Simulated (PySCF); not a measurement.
# Run report: SnH₄Cl₄O₂, geometry relaxation (part 1 of 2)

- system: SnH₄Cl₄O₂ (trans-Sn(H2O)2Cl4)
- method: PBE0-D3(BJ)/def2-SVP geometry optimisation, gas phase (PySCF 2.14.0)

It belongs to a series of runs on one base structure; here: trans, H2O.

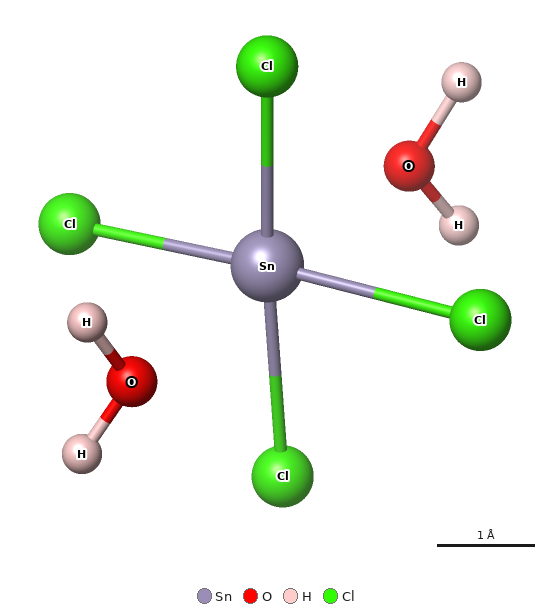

Figure 1. The structure as given in the input (ball-and-stick view, seen at a tilt). Sticks mark near contacts.

The input
```
{"job": {"xc": "PBE0", "basis": "def2-SVP", "d3": "d3bj", "grid": 1, "maxiter": 30, "shake": 0.03, "kind": "geom"}, "charge": 0, "multiplicity": 1}
Sn     0.056190    -0.073270     0.011600
O     -0.028890     0.102400     2.672360
H     -0.861730     0.424900     3.098880
H      0.845800     0.503260     3.118900
O      0.000050    -0.142090    -2.710790
H     -0.744450    -0.524630    -3.131560
H      0.839570    -0.410940    -3.123390
Cl     2.467470     0.033770    -0.034690
Cl    -2.435440     0.010240     0.036160
Cl    -0.021680     2.419770     0.109060
Cl    -0.018830    -2.428910    -0.015630
```

The first line tells a small driver script what to run in PySCF; the rest is the geometry in Å.

Launch command:
```bash
OMP_NUM_THREADS=1 python <driver script> task.json out
```

Log
```
step   0  E = -2206.65471642  max force = 0.066530
step   1  E = -2206.67973459  max force = 0.014335
step   2  E = -2206.69031094  max force = 0.015532
step   3  E = -2206.68964654  max force = 0.039634
step   4  E = -2206.69339601  max force = 0.018747
step   5  E = -2206.69329904  max force = 0.012392
step   6  E = -2206.69538106  max force = 0.005278
step   7  E = -2206.69447955  max force = 0.015173
step   8  E = -2206.69597995  max force = 0.007365
step   9  E = -2206.69641467  max force = 0.001800
step  10  E = -2206.69672580  max force = 0.003220
step  11  E = -2206.69700306  max force = 0.002686
step  12  E = -2206.69715198  max force = 0.001540
step  13  E = -2206.69727755  max force = 0.001414
step  14  E = -2206.69754940  max force = 0.008808
step  15  E = -2206.69187842  max force = 0.023527
step  16  E = -2206.69704548  max force = 0.015319
step  17  E = -2206.69849629  max force = 0.008508
step  18  E = -2206.69927510  max force = 0.002952
step  19  E = -2206.69975434  max force = 0.001280
step  20  E = -2206.69978441  max force = 0.001167
step  21  E = -2206.69979183  max force = 0.001040
step  22  E = -2206.69981100  max force = 0.000948
step  23  E = -2206.69982637  max force = 0.000725
step  24  E = -2206.69983852  max force = 0.000193
optimisation converged
```

Trajectory as extended XYZ (Å, eV, eV/Å), 25 frames, from step=0 to step=24
```
11
Properties=species:S:1:pos:R:3:forces:R:3 step=0 energy=-60046.13330
Sn    0.0562   -0.0733    0.0116   -0.9723   1.5490   0.1771
O    -0.0289    0.1024    2.6724    2.2330   0.9741   0.7395
H    -0.8617    0.4249    3.0989    1.2977  -0.0424  -0.3869
H     0.8458    0.5033    3.1189   -3.4211  -1.1092  -1.3691
O     0.0001   -0.1421   -2.7108    1.7500   1.0034   1.7399
H    -0.7444   -0.5246   -3.1316   -0.9860  -0.8462  -0.8234
H     0.8396   -0.4109   -3.1234   -0.6986  -0.0850   0.0476
Cl    2.4675    0.0338   -0.0347   -0.6452  -0.1410  -0.0058
Cl   -2.4354    0.0102    0.0362    1.1824  -0.1227  -0.0427
Cl   -0.0217    2.4198    0.1091    0.1322  -1.2527  -0.0888
Cl   -0.0188   -2.4289   -0.0156    0.1281   0.0726   0.0126
11
Properties=species:S:1:pos:R:3:forces:R:3 step=1 energy=-60046.81408
Sn    0.0114   -0.0268    0.0237   -0.3574   0.6884   0.0240
O     0.0144    0.0798    2.5634    0.1344   0.0335  -0.1956
H    -0.7886    0.4130    2.9938    0.1281  -0.0412  -0.2635
H     0.7611    0.4865    3.0390   -0.2791  -0.1346  -0.3968
O     0.0238   -0.1232   -2.5911    0.0188   0.2805   0.7372
H    -0.7287   -0.5214   -3.0412   -0.0670  -0.0997   0.0464
H     0.8189   -0.4121   -3.0547    0.0173  -0.0658   0.1149
Cl    2.3868    0.0229   -0.0294   -0.0604  -0.0472  -0.0113
Cl   -2.3978    0.0169    0.0362    0.3852  -0.0804  -0.0221
Cl   -0.0278    2.3797    0.1058    0.0575  -0.3976  -0.0573
Cl   -0.0092   -2.3804   -0.0046    0.0228  -0.1358   0.0241
11
Properties=species:S:1:pos:R:3:forces:R:3 step=2 energy=-60047.10188
Sn    0.0068    0.0034    0.0150    0.0748  -0.1925  -0.1006
O     0.0084    0.0489    2.3827   -0.4814  -0.3449  -0.3073
H    -0.7760    0.3883    2.8299   -0.3134  -0.0247  -0.2166
H     0.7368    0.4531    2.8459    0.7987   0.2779   0.0916
O     0.0100   -0.0937   -2.3846   -0.1688  -0.0566  -0.1781
H    -0.7229   -0.5011   -2.8754   -0.0227   0.1314   0.4203
H     0.8019   -0.3862   -2.8569    0.1839   0.0699   0.3120
Cl    2.3745    0.0338   -0.0395    0.1992  -0.0626  -0.0082
Cl   -2.3553    0.0020    0.0213   -0.2878   0.0026  -0.0086
Cl    0.0077    2.3595    0.0772   -0.0238   0.3219  -0.0282
Cl    0.0011   -2.3646    0.0036    0.0412  -0.1224   0.0237
11
Properties=species:S:1:pos:R:3:forces:R:3 step=3 energy=-60047.08380
Sn    0.0019    0.0157   -0.0275    0.1813  -0.3190   0.8091
O     0.0122    0.0002    2.1835   -0.2353  -0.1594   0.5475
H    -0.7842    0.3451    2.6058   -0.2821   0.0181  -0.0843
H     0.7516    0.4199    2.6281    0.5055   0.1747   0.0453
O     0.0086   -0.0317   -2.1460   -0.3354  -0.2488  -2.0381
H    -0.7344   -0.4556   -2.6178    0.0717   0.2153   0.4267
H     0.8082   -0.3366   -2.6005    0.2487   0.0631   0.2587
Cl    2.3816   -0.0689   -0.0729    0.1780   0.2653  -0.0001
Cl   -2.3658    0.0207   -0.0180   -0.3131  -0.1100   0.0084
Cl   -0.0507    2.3819    0.0145    0.1770   0.2015   0.0539
Cl    0.0615   -2.3686   -0.0041   -0.1963  -0.1008  -0.0271
11
Properties=species:S:1:pos:R:3:forces:R:3 step=4 energy=-60047.18583
Sn   -0.0064   -0.0106    0.0559    0.1428  -0.1267  -0.9640
O     0.0118   -0.0011    2.2408    0.0208  -0.0376   0.7844
H    -0.7960    0.3486    2.6424   -0.1054   0.0337  -0.0267
H     0.7662    0.4284    2.6715    0.0389   0.0255  -0.1259
O     0.0066   -0.0198   -2.2895   -0.1922   0.0503   0.1520
H    -0.7469   -0.4608   -2.7146    0.2155   0.0173   0.1370
H     0.8237   -0.3409   -2.6969   -0.0507  -0.0655   0.0847
Cl    2.3796    0.0469   -0.0120    0.0441  -0.1733  -0.0015
Cl   -2.3901   -0.0486    0.0431    0.0048   0.1302   0.0136
Cl    0.0568    2.3678    0.0859   -0.2067   0.0570   0.0239
Cl   -0.0176   -2.3963    0.0513    0.0882   0.0892  -0.0776
11
Properties=species:S:1:pos:R:3:forces:R:3 step=5 energy=-60047.18319
Sn    0.0204   -0.0115   -0.0362   -0.0993   0.0093   0.3425
O     0.0040    0.0003    2.3853    0.0323  -0.2619  -0.6372
H    -0.8085    0.3627    2.7648    0.1296   0.1283  -0.0259
H     0.7693    0.4436    2.7746   -0.1285   0.1335   0.0292
O    -0.0026   -0.0218   -2.3538    0.1093   0.2351   0.3077
H    -0.7454   -0.4757   -2.7706   -0.0407  -0.1366   0.0120
H     0.8223   -0.3496   -2.7371   -0.0089  -0.0949  -0.0087
Cl    2.4068   -0.0187   -0.0745   -0.0734   0.0500  -0.0189
Cl   -2.3636    0.0053   -0.0143   -0.0208  -0.0763  -0.0063
Cl   -0.0202    2.3655    0.0404    0.1151  -0.0213   0.0364
Cl    0.0232   -2.3897   -0.0400   -0.0146   0.0349  -0.0309
11
Properties=species:S:1:pos:R:3:forces:R:3 step=6 energy=-60047.23984
Sn    0.0044   -0.0139   -0.0216    0.0052   0.0317   0.2714
O     0.0082   -0.0077    2.3204   -0.0037  -0.1530  -0.2617
H    -0.8009    0.3606    2.7020    0.0254   0.0706  -0.0478
H     0.7638    0.4454    2.7192   -0.0295   0.0829  -0.0485
O     0.0050   -0.0111   -2.3018   -0.0257   0.1155  -0.0020
H    -0.7404   -0.4724   -2.7110   -0.0044  -0.0661   0.0444
H     0.8233   -0.3486   -2.6926    0.0282  -0.0586   0.0512
Cl    2.3902    0.0056   -0.0691   -0.0011  -0.0466  -0.0087
Cl   -2.3818   -0.0251   -0.0070    0.0273   0.0294  -0.0028
Cl    0.0173    2.3649    0.0572   -0.0454  -0.0143   0.0407
Cl    0.0032   -2.3920   -0.0393    0.0236   0.0087  -0.0361
11
Properties=species:S:1:pos:R:3:forces:R:3 step=7 energy=-60047.21531
Sn    0.0121   -0.0020    0.0395   -0.0326  -0.1125  -0.7802
O     0.0069   -0.0183    2.2324    0.0735   0.0409   0.7617
H    -0.7952    0.3604    2.6208   -0.1464  -0.0029  -0.0940
H     0.7544    0.4492    2.6343    0.0923  -0.0088  -0.0772
O     0.0022    0.0012   -2.2676   -0.0034   0.0633   0.0065
H    -0.7379   -0.4787   -2.6691    0.0679  -0.0169   0.1053
H     0.8236   -0.3479   -2.6448   -0.0405  -0.0359   0.0822
Cl    2.3972   -0.0690   -0.0364    0.0067   0.2240   0.0112
Cl   -2.3723    0.0153    0.0328   -0.0576  -0.1041   0.0106
Cl   -0.0454    2.3754    0.1197    0.1856   0.0196   0.0242
Cl    0.0500   -2.3797   -0.0186   -0.1455  -0.0668  -0.0502
11
Properties=species:S:1:pos:R:3:forces:R:3 step=8 energy=-60047.25614
Sn    0.0071   -0.0111    0.0144    0.0045  -0.0367  -0.2805
O     0.0076   -0.0174    2.2495    0.0182  -0.0509   0.3787
H    -0.7994    0.3600    2.6292   -0.0583   0.0235  -0.0694
H     0.7581    0.4501    2.6439    0.0434   0.0388  -0.0599
O     0.0017    0.0022   -2.2652    0.0006   0.0620  -0.0751
H    -0.7373   -0.4791   -2.6655    0.0183  -0.0381   0.0714
H     0.8234   -0.3479   -2.6401   -0.0025  -0.0332   0.0616
Cl    2.3939   -0.0137   -0.0466   -0.0026   0.0197  -0.0042
Cl   -2.3779   -0.0151    0.0201   -0.0223   0.0027   0.0049
Cl    0.0052    2.3670    0.1069    0.0129   0.0213   0.0236
Cl    0.0131   -2.3903   -0.0341   -0.0122  -0.0092  -0.0511
11
Properties=species:S:1:pos:R:3:forces:R:3 step=9 energy=-60047.26797
Sn   -0.0001   -0.0099   -0.0025    0.0396  -0.0050   0.0180
O     0.0122   -0.0258    2.2721   -0.0153  -0.0926   0.0500
H    -0.8021    0.3597    2.6275   -0.0012   0.0487  -0.0194
H     0.7596    0.4596    2.6502   -0.0089   0.0624  -0.0401
O     0.0074    0.0091   -2.2721   -0.0451   0.0923  -0.0509
H    -0.7334   -0.4866   -2.6498    0.0181  -0.0582   0.0117
H     0.8292   -0.3522   -2.6356    0.0093  -0.0528   0.0446
Cl    2.3862   -0.0147   -0.0605    0.0114   0.0189  -0.0040
Cl   -2.3864   -0.0120    0.0119    0.0164   0.0021   0.0028
Cl    0.0035    2.3686    0.1120    0.0012  -0.0085   0.0300
Cl    0.0070   -2.3887   -0.0674   -0.0256  -0.0073  -0.0428
11
Properties=species:S:1:pos:R:3:forces:R:3 step=10 energy=-60047.27643
Sn    0.0085   -0.0128   -0.0117   -0.0509   0.0169   0.1656
O     0.0077   -0.0379    2.2801    0.0465  -0.1009  -0.0834
H    -0.8084    0.3653    2.6115    0.0070   0.0567  -0.0139
H     0.7521    0.4779    2.6239   -0.0462   0.0597  -0.0015
O    -0.0024    0.0218   -2.2720    0.0353   0.0922  -0.0428
H    -0.7281   -0.5088   -2.6313    0.0014  -0.0730   0.0018
H     0.8308   -0.3547   -2.5929    0.0033  -0.0456  -0.0256
Cl    2.3950   -0.0046   -0.0718   -0.0124  -0.0357  -0.0129
Cl   -2.3778   -0.0117    0.0096    0.0086   0.0182   0.0122
Cl    0.0232    2.3639    0.1421   -0.0149   0.0009   0.0295
Cl   -0.0034   -2.3911   -0.1197    0.0222   0.0106  -0.0288
11
Properties=species:S:1:pos:R:3:forces:R:3 step=11 energy=-60047.28398
Sn    0.0001   -0.0120   -0.0105    0.0190   0.0336   0.1381
O     0.0131   -0.0489    2.2890    0.0123  -0.0538  -0.1326
H    -0.8125    0.3694    2.5794    0.0365   0.0263   0.0143
H     0.7418    0.5105    2.5999   -0.0657   0.0341  -0.0023
O     0.0027    0.0338   -2.2801   -0.0107   0.0550   0.0157
H    -0.7104   -0.5408   -2.5961   -0.0007  -0.0578  -0.0388
H     0.8396   -0.3638   -2.5668    0.0127  -0.0200  -0.0191
Cl    2.3869   -0.0121   -0.0851   -0.0190  -0.0386  -0.0054
Cl   -2.3853   -0.0014    0.0212    0.0215   0.0203   0.0195
Cl    0.0274    2.3624    0.1965   -0.0176  -0.0095   0.0160
Cl   -0.0213   -2.3875   -0.1839    0.0117   0.0104  -0.0054
11
Properties=species:S:1:pos:R:3:forces:R:3 step=12 energy=-60047.28803
Sn    0.0010   -0.0079   -0.0039   -0.0175   0.0099   0.0275
O     0.0146   -0.0526    2.2874    0.0082  -0.0108  -0.0792
H    -0.8158    0.3676    2.5625    0.0020  -0.0074   0.0106
H     0.7284    0.5344    2.5816   -0.0213   0.0219   0.0094
O    -0.0017    0.0350   -2.2840    0.0072   0.0041   0.0250
H    -0.6955   -0.5710   -2.5866    0.0008  -0.0252  -0.0117
H     0.8440   -0.3613   -2.5488    0.0072   0.0176  -0.0124
Cl    2.3854   -0.0291   -0.0929   -0.0034  -0.0136  -0.0059
Cl   -2.3834    0.0168    0.0397    0.0154   0.0145   0.0260
Cl    0.0365    2.3642    0.2322    0.0080  -0.0078   0.0000
Cl   -0.0313   -2.3810   -0.2147   -0.0066  -0.0030   0.0107
11
Properties=species:S:1:pos:R:3:forces:R:3 step=13 energy=-60047.29145
Sn   -0.0011   -0.0067    0.0018    0.0033  -0.0180  -0.0727
O     0.0184   -0.0519    2.2782   -0.0021   0.0285   0.0300
H    -0.8218    0.3550    2.5457   -0.0196  -0.0408   0.0033
H     0.7125    0.5618    2.5661    0.0071   0.0084   0.0046
O    -0.0052    0.0335   -2.2827   -0.0055  -0.0411   0.0104
H    -0.6764   -0.6029   -2.5763    0.0126   0.0026   0.0033
H     0.8521   -0.3454   -2.5374    0.0073   0.0435   0.0031
Cl    2.3815   -0.0537   -0.1044    0.0086  -0.0063  -0.0102
Cl   -2.3822    0.0427    0.0685   -0.0155   0.0105   0.0268
Cl    0.0570    2.3631    0.2534    0.0258   0.0117  -0.0147
Cl   -0.0563   -2.3789   -0.2283   -0.0219   0.0010   0.0161
```
